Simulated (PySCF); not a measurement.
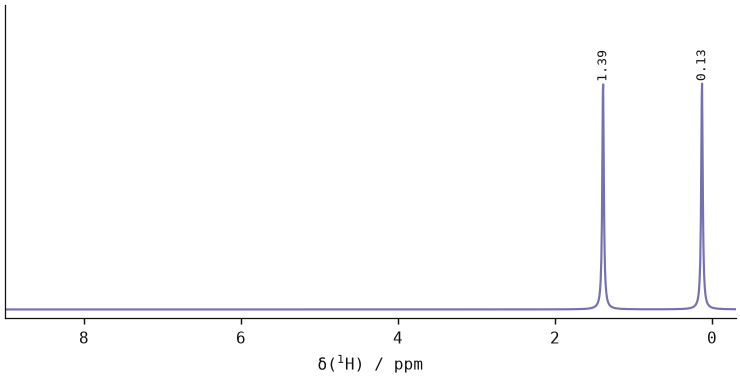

GIAO shifts, PBE0/cc-pVTZ in PySCF, at a PBE0-D3(BJ)/def2-SVP geometry (no frequency check), against TMS for ¹H computed at the same level. Gas phase, fully decoupled, line heights follow the number of nuclei, widths are arbitrary (no quadrupolar broadening); values of one conformer, averaged over nuclei that symmetry or rotation about single bonds exchange, these motions taken as fast. Protons on N, O or S are those of the isolated molecule, without hydrogen bonds to neighbours or exchange.

**Which molecule was computed?**
A. CH₆O₃Si, SMILES C[Si](O)(O)O
B. BH₃O₃, SMILES OB(O)O

Option A. Its ¹H signals: 1.39 (3 H), 0.13 (3 H) ppm.
